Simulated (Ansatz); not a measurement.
## CH2NaO (charge −1): geometry relaxation

The run: geometry relaxation of CH2NaO, charge −1. Method and program: UKS PBE0-D4/def2-SVP (Ansatz 0.2.0).

It belongs to a series of runs on one base structure; here: end point A relaxed.

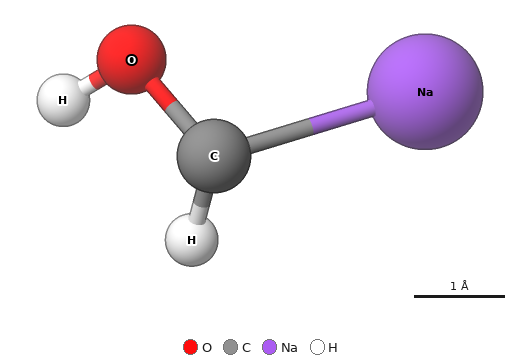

Fig. 1: The input geometry (ball-and-stick view, seen on its broad side). Sticks mark near contacts. Bond lengths as drawn: C–H 1.18 Å, C–Na 2.56 Å, C–O 1.53 Å and H–O 0.96 Å.

**The input**
```yaml
crystal:
  periodic: [false, false, false]
  atoms:
    - { symbol: O, position_ang: [0.04547, -0.57217, 0.97464] }
    - { symbol: C, position_ang: [0.57802, 0.25738, -0.18912] }
    - { symbol: Na, position_ang: [-1.05434, 2.22668, -0.37083] }
    - { symbol: H, position_ang: [0.0964, -1.49182, 0.70572] }
    - { symbol: H, position_ang: [0.33445, -0.42007, -1.12041] }
total_charge: -1
magnetization:
  spin_polarized: true
basis:
  gaussian: { orbitals: def2-SVP }
hamiltonian:
  xc: pbe0
  dispersion: d4
relax:
  f_tol: 0.02
  max_steps: 50
```

Run on 1 thread of Intel Xeon @ 2.60GHz (Ice Lake), 24 GiB of memory available, shared host.

Run as:
```bash
ansatz run input.yaml --threads 1 --pin off --max-ram 2048MiB --backend cpu --events-out ev --progress --plain --runs-dir out
```

**What the program printed**
```
The last accepted step is kept in [file] (removed where the run ends without a failure and the disk answers)
Engine: ansatz 0.2.0, x86_64-unknown-linux-gnu
Functional definition: PBE0
  parameter a = 0.25
  parameter kappa = 0.804
  parameter beta = 0.06672455060314922
  exchange = (1 - a)*pbe_x(kappa = kappa, mu = beta*pi^2/3) + a*exact_x
  correlation = pbe_c(beta = beta)
563 factors; integrals over basis functions are off by at most 2.4e-4 eV
mean field evaluation 1: about -7512.4151 eV, gradient 3.0e1 eV
mean field evaluation 2: about -7498.2369 eV, gradient 6.1e1 eV
mean field evaluation 4: about -7514.7873 eV, gradient 2.0e1 eV
mean field evaluation 8: about -7518.7891 eV, gradient 2.9e-1 eV
mean field evaluation 16: about -7518.8074 eV, gradient 3.3e-4 eV
mean field evaluation 32: about -7513.0220 eV, gradient 2.8e1 eV
mean field -7519.37044276 eV, -276.3317669593 hartree, gradient 3.0e-5 eV, S^2 0.919257; 3 other end points of the search recorded, 0 dependent functions left out
the calculation of the forces begins
reference -7519.37048356 eV, -276.3317684584 hartree; 14, 14 occupied and 39, 39 virtual orbitals, 563 factors
relax step   1: F+E_penalty+E_count = -7519.43224496 eV  Δ(F+E_penalty+E_count) = +0.000e0 eV  max|allowed force component| = 1.526e0 eV/Å  Δτ_max = 0.0000 Å  (99 SCF iters, accepted)
these checks for a lower state are left out or cut short: starts, cluster_reference, orbital_swaps, neighbouring_geometries, increment
563 factors; integrals over basis functions are off by at most 2.7e-4 eV
mean field -7519.49735183 eV, -276.3364307813 hartree, gradient 1.9e-5 eV, S^2 0.934433; 0 other end points of the search recorded, 0 dependent functions left out
the calculation of the forces begins
reference -7519.49739286 eV, -276.3364322891 hartree; 14, 14 occupied and 39, 39 virtual orbitals, 563 factors
relax step   2: F+E_penalty+E_count = -7519.55738852 eV  Δ(F+E_penalty+E_count) = -1.251e-1 eV  max|allowed force component| = 2.037e0 eV/Å  Δτ_max = 0.1450 Å  (40 SCF iters, accepted)
these checks for a lower state are left out or cut short: starts, cluster_reference, orbital_swaps, neighbouring_geometries, increment
563 factors; integrals over basis functions are off by at most 2.1e-4 eV
mean field evaluation 64: about -7519.6099 eV, gradient 1.9e-3 eV
mean field -7519.60993724 eV, -276.3405682188 hartree, gradient 3.6e-5 eV, S^2 0.948212; 0 other end points of the search recorded, 0 dependent functions left out
the calculation of the forces begins
reference -7519.60997802 eV, -276.3405697175 hartree; 14, 14 occupied and 39, 39 virtual orbitals, 563 factors
relax step   3: F+E_penalty+E_count = -7519.66953449 eV  Δ(F+E_penalty+E_count) = -1.121e-1 eV  max|allowed force component| = 1.352e0 eV/Å  Δτ_max = 0.0841 Å  (35 SCF iters, accepted)
these checks for a lower state are left out or cut short: starts, cluster_reference, orbital_swaps, neighbouring_geometries, increment
563 factors; integrals over basis functions are off by at most 2.1e-4 eV
mean field -7519.64479340 eV, -276.3418491591 hartree, gradient 2.2e-5 eV, S^2 0.971775; 0 other end points of the search recorded, 0 dependent functions left out
the calculation of the forces begins
reference -7519.64483308 eV, -276.3418506174 hartree; 14, 14 occupied and 39, 39 virtual orbitals, 563 factors
relax step   4: F+E_penalty+E_count = -7519.70325692 eV  Δ(F+E_penalty+E_count) = -3.372e-2 eV  max|allowed force component| = 1.065e0 eV/Å  Δτ_max = 0.2000 Å  (40 SCF iters, accepted)
these checks for a lower state are left out or cut short: starts, cluster_reference, orbital_swaps, neighbouring_geometries, increment
563 factors; integrals over basis functions are off by at most 2.4e-4 eV
mean field -7519.62262770 eV, -276.3410345848 hartree, gradient 2.2e-5 eV, S^2 1.003880; 0 other end points of the search recorded, 0 dependent functions left out
the calculation of the forces begins
reference -7519.62266657 eV, -276.3410360130 hartree; 14, 14 occupied and 39, 39 virtual orbitals, 563 factors
relax step   5: F+E_penalty+E_count = -7519.68213453 eV  Δ(F+E_penalty+E_count) = +2.112e-2 eV  max|allowed force component| = 1.606e0 eV/Å  Δτ_max = 0.1998 Å  (41 SCF iters, rejected (line search))
these checks for a lower state are left out or cut short: starts, cluster_reference, orbital_swaps, neighbouring_geometries, increment
563 factors; integrals over basis functions are off by at most 2.1e-4 eV
mean field -7519.70871092 eV, -276.3441980848 hartree, gradient 4.5e-5 eV, S^2 0.992629; 0 other end points of the search recorded, 0 dependent functions left out
the calculation of the forces begins
reference -7519.70875041 eV, -276.3441995360 hartree; 14, 14 occupied and 39, 39 virtual orbitals, 563 factors
relax step   6: F+E_penalty+E_count = -7519.76766497 eV  Δ(F+E_penalty+E_count) = -6.441e-2 eV  max|allowed force component| = 5.845e-1 eV/Å  Δτ_max = 0.0981 Å  (35 SCF iters, accepted)
these checks for a lower state are left out or cut short: starts, cluster_reference, orbital_swaps, neighbouring_geometries, increment
563 factors; integrals over basis functions are off by at most 1.9e-4 eV
mean field evaluation 96: about -7519.7173 eV, gradient 2.4e-5 eV
mean field -7519.71733799 eV, -276.3445151236 hartree, gradient 4.7e-5 eV, S^2 1.003310; 0 other end points of the search recorded, 0 dependent functions left out
the calculation of the forces begins
reference -7519.71737716 eV, -276.3445165633 hartree; 14, 14 occupied and 39, 39 virtual orbitals, 563 factors
relax step   7: F+E_penalty+E_count = -7519.77615444 eV  Δ(F+E_penalty+E_count) = -8.489e-3 eV  max|allowed force component| = 4.694e-2 eV/Å  Δτ_max = 0.0997 Å  (34 SCF iters, accepted)
these checks for a lower state are left out or cut short: starts, cluster_reference, orbital_swaps, neighbouring_geometries, increment
563 factors; integrals over basis functions are off by at most 1.8e-4 eV
mean field -7519.71832889 eV, -276.3445515387 hartree, gradient 1.7e-5 eV, S^2 1.003732; 0 other end points of the search recorded, 0 dependent functions left out
the calculation of the forces begins
reference -7519.71836804 eV, -276.3445529774 hartree; 14, 14 occupied and 39, 39 virtual orbitals, 563 factors
relax step   8: F+E_penalty+E_count = -7519.77710385 eV  Δ(F+E_penalty+E_count) = -9.494e-4 eV  max|allowed force component| = 5.271e-2 eV/Å  Δτ_max = 0.0267 Å  (36 SCF iters, accepted)
these checks for a lower state are left out or cut short: starts, cluster_reference, orbital_swaps, neighbouring_geometries, increment
563 factors; integrals over basis functions are off by at most 1.8e-4 eV
mean field -7519.71865678 eV, -276.3445635882 hartree, gradient 2.4e-5 eV, S^2 1.003768; 0 other end points of the search recorded, 0 dependent functions left out
the calculation of the forces begins
reference -7519.71869594 eV, -276.3445650274 hartree; 14, 14 occupied and 39, 39 virtual orbitals, 563 factors
relax step   9: F+E_penalty+E_count = -7519.77740235 eV  Δ(F+E_penalty+E_count) = -2.985e-4 eV  max|allowed force component| = 2.495e-2 eV/Å  Δτ_max = 0.0175 Å  (35 SCF iters, accepted)
these checks for a lower state are left out or cut short: starts, cluster_reference, orbital_swaps, neighbouring_geometries, increment
563 factors; integrals over basis functions are off by at most 1.8e-4 eV
mean field -7519.71869581 eV, -276.3445650228 hartree, gradient 2.1e-5 eV, S^2 1.003762; 0 other end points of the search recorded, 0 dependent functions left out
the calculation of the forces begins
reference -7519.71873498 eV, -276.3445664620 hartree; 14, 14 occupied and 39, 39 virtual orbitals, 563 factors
relax step  10: F+E_penalty+E_count = -7519.77744169 eV  Δ(F+E_penalty+E_count) = -3.934e-5 eV  max|allowed force component| = 1.316e-2 eV/Å  Δτ_max = 0.0029 Å  (28 SCF iters, accepted)
563 factors; integrals over basis functions are off by at most 1.8e-4 eV
mean field evaluation 128: about -7511.1475 eV, gradient 2.6e1 eV
mean field evaluation 160: about -7518.8962 eV, gradient 6.3e0 eV
```

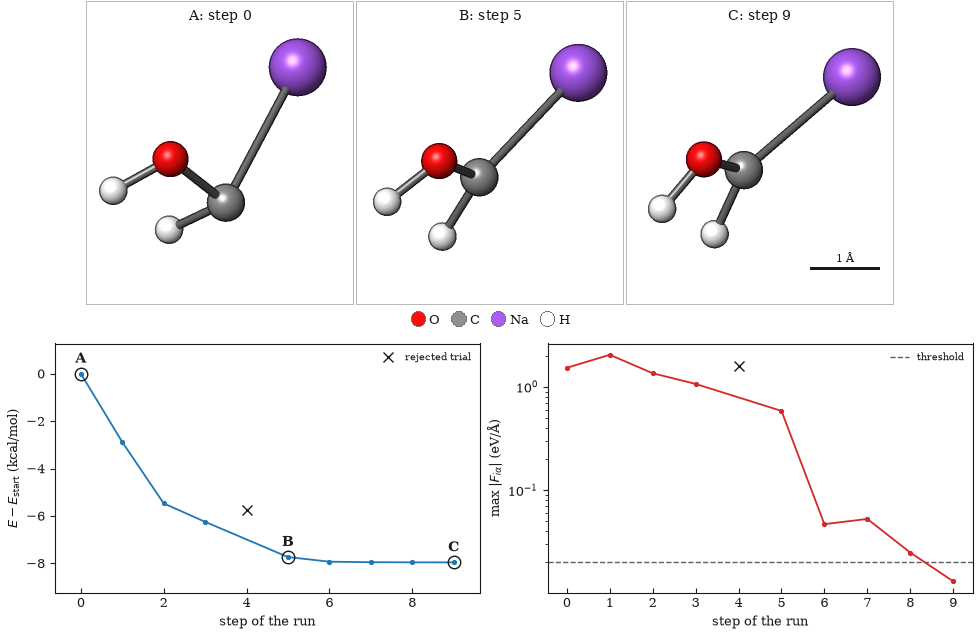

Fig. 2: Frames of the relaxation (ball-and-stick view, seen at a tilt) above the curves, on which the letters mark them (the first geometry is step 0 here and step 1 in the log).

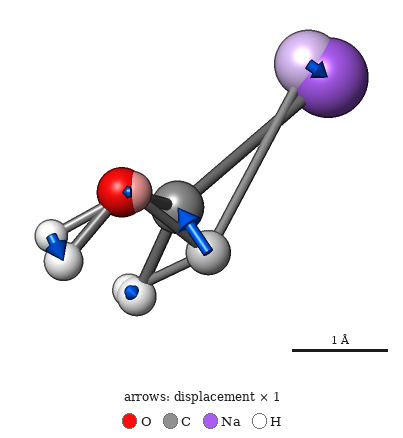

Fig. 3: Start (faint) and end (solid) with the displacements as blue arrows, at true length (ball-and-stick view, seen at a tilt). The two geometries are laid on each other by the best rigid fit. After 9 geometry steps the energy has fallen by 7.96 kcal/mol. The largest force component goes from 1.5 to 0.013 eV/Å. The line search rejected the trial step at point 4 (counted from 0) and went back. C2 moves most after the best rigid fit: 0.60 Å. By element the largest moves are C 0.60 Å, H 0.31 Å, Na 0.25 Å, O 0.10 Å. Among the contacts that change: C2–Na3 2.564 → 2.359 Å, O1–C2 1.525 → 1.410 Å, C2–H5 1.177 → 1.127 Å. Among the angles that change: O1–C2–Na3 104.4° → 129.2°, Na3–C2–H5 104.7° → 123.5°, O1–C2–H5 102.6° → 107.3°. (Atoms are counted from 1 in the order of the input.)

```
mean field -7519.71869581 eV, -276.3445650228 hartree, gradient 2.1e-5 eV, S^2 1.003762; 7 other end points of the search recorded, 0 dependent functions left out
the calculation of the forces begins
reference -7519.71873498 eV, -276.3445664620 hartree; 14, 14 occupied and 39, 39 virtual orbitals, 563 factors
Total energy: -7519.77748085 eV, -276.3467253329 hartree
Atom 0 at    -0.011522    -0.660115     0.939579 Å, force     0.004851    -0.013163     0.000477 eV/Å
Atom 1 at    -0.014375     0.178516    -0.193296 Å, force    -0.000270     0.002961    -0.002589 eV/Å
Atom 2 at    -0.838710     2.377721    -0.419276 Å, force     0.001656    -0.003654    -0.000435 eV/Å
Atom 3 at     0.396655    -1.501683     0.708950 Å, force    -0.005091     0.012288     0.001357 eV/Å
Atom 4 at     0.467952    -0.394439    -1.035958 Å, force    -0.001146     0.001569     0.001190 eV/Å
Dipole moment:     0.487333    -1.391223     0.256138 e Å
```

**Trajectory as extended XYZ (Å, eV, eV/Å), 10 frames, from step=1 to step=10**
```
5
Properties=species:S:1:pos:R:3:forces:R:3 step=1 energy=-7519.43224
O     0.0455   -0.5722    0.9746    0.8922   1.3166  -1.3569
C     0.5780    0.2574   -0.1891   -1.5261  -1.3466   0.6538
Na   -1.0543    2.2267   -0.3708    0.2799  -0.2472   0.0762
H     0.0964   -1.4918    0.7057   -0.0957  -0.1640  -0.1573
H     0.3345   -0.4201   -1.1204    0.4497   0.4412   0.7843
5
Properties=species:S:1:pos:R:3:forces:R:3 step=2 energy=-7519.55739
O     0.1693   -0.5408    1.0012    0.0393  -0.5400  -2.0370
C     0.4541    0.3006   -0.2064   -0.5382  -1.7373   0.4833
Na   -1.0349    2.1768   -0.3403    0.0495   0.0227   0.0330
H    -0.0081   -1.4429    0.6178    0.2717   1.3963   0.8593
H     0.4195   -0.4937   -1.0723    0.1776   0.8584   0.6614
5
Properties=species:S:1:pos:R:3:forces:R:3 step=3 energy=-7519.66953
O     0.1599   -0.5447    0.9802    0.1200   0.2659  -1.3518
C     0.3771    0.2740   -0.2273   -0.2853  -1.1630   0.5390
Na   -1.0230    2.2157   -0.3259    0.0581  -0.0018   0.0191
H     0.0184   -1.4505    0.6589    0.0903   0.4008   0.2981
H     0.4675   -0.4946   -1.0860    0.0169   0.4981   0.4955
5
Properties=species:S:1:pos:R:3:forces:R:3 step=4 energy=-7519.70326
O     0.1360   -0.5985    0.9141   -0.2404   0.2980   1.0653
C     0.1794    0.2563   -0.2029    0.1056  -0.8457  -0.1157
Na   -0.9615    2.3433   -0.3882    0.0503  -0.0537   0.0020
H     0.1738   -1.5351    0.6899    0.0698   0.1661  -0.3346
H     0.4724   -0.4660   -1.0129    0.0147   0.4352  -0.6170
5
Properties=species:S:1:pos:R:3:forces:R:3 step=5 energy=-7519.68214 accepted=F
O    -0.0166   -0.5779    0.9572    0.5257  -1.0186  -0.6371
C     0.0342    0.1261   -0.2465   -0.5237   1.6058  -0.3292
Na   -0.8607    2.3219   -0.3387    0.0105  -0.0072  -0.0283
H     0.3270   -1.4568    0.7347   -0.1108   0.0181   0.5206
H     0.5161   -0.4132   -1.1067    0.0983  -0.5981   0.4740
5
Properties=species:S:1:pos:R:3:forces:R:3 step=6 energy=-7519.76767
O     0.0514   -0.5975    0.9473    0.1576  -0.5845  -0.2540
C     0.1123    0.2090   -0.2105   -0.0633   0.0413   0.0457
Na   -0.9099    2.3437   -0.3816    0.0285  -0.0227  -0.0076
H     0.2693   -1.5167    0.7024   -0.1249   0.5640   0.1933
H     0.4768   -0.4385   -1.0576    0.0021   0.0018   0.0226
5
Properties=species:S:1:pos:R:3:forces:R:3 step=7 energy=-7519.77615
O     0.0109   -0.6284    0.9385   -0.0081  -0.0469   0.0233
C     0.0154    0.1856   -0.2124    0.0323  -0.0405  -0.0181
Na   -0.8592    2.3597   -0.3933   -0.0098   0.0366  -0.0124
H     0.3509   -1.5010    0.7116    0.0051   0.0263   0.0059
H     0.4820   -0.4159   -1.0445   -0.0195   0.0246   0.0014
5
Properties=species:S:1:pos:R:3:forces:R:3 step=8 energy=-7519.77710
O    -0.0024   -0.6452    0.9391    0.0129  -0.0516  -0.0144
C    -0.0031    0.1798   -0.2047    0.0159  -0.0174  -0.0039
Na   -0.8484    2.3732   -0.4057    0.0022  -0.0004  -0.0053
H     0.3776   -1.5018    0.7122   -0.0146   0.0527   0.0100
H     0.4762   -0.4060   -1.0410   -0.0165   0.0167   0.0135
5
Properties=species:S:1:pos:R:3:forces:R:3 step=9 energy=-7519.77740
O    -0.0110   -0.6584    0.9397    0.0121  -0.0160  -0.0228
C    -0.0128    0.1782   -0.1957   -0.0030   0.0000   0.0123
Na   -0.8403    2.3786   -0.4170    0.0043  -0.0100  -0.0004
H     0.3949   -1.5016    0.7101   -0.0108   0.0249   0.0055
H     0.4693   -0.3968   -1.0372   -0.0026   0.0010   0.0055
5
Properties=species:S:1:pos:R:3:forces:R:3 step=10 energy=-7519.77744
O    -0.0115   -0.6601    0.9396    0.0049  -0.0132   0.0005
C    -0.0144    0.1785   -0.1933   -0.0003   0.0030  -0.0026
Na   -0.8387    2.3777   -0.4193    0.0017  -0.0037  -0.0004
H     0.3967   -1.5017    0.7089   -0.0051   0.0123   0.0014
H     0.4680   -0.3944   -1.0360   -0.0011   0.0016   0.0012
```

**Key numbers**

```csv
quantity,value
outcome,converged
total energy,−7519.7775 eV
mean-field energy,−7519.7187 eV
⟨S²⟩,1.004
largest force (length of the vector) at the end,0.014 eV/Å
wall time,29 s
peak memory,0.16 GiB
```

⟨S²⟩ is 1.00 against 0.00 for a pure state: the solution is spin-contaminated.
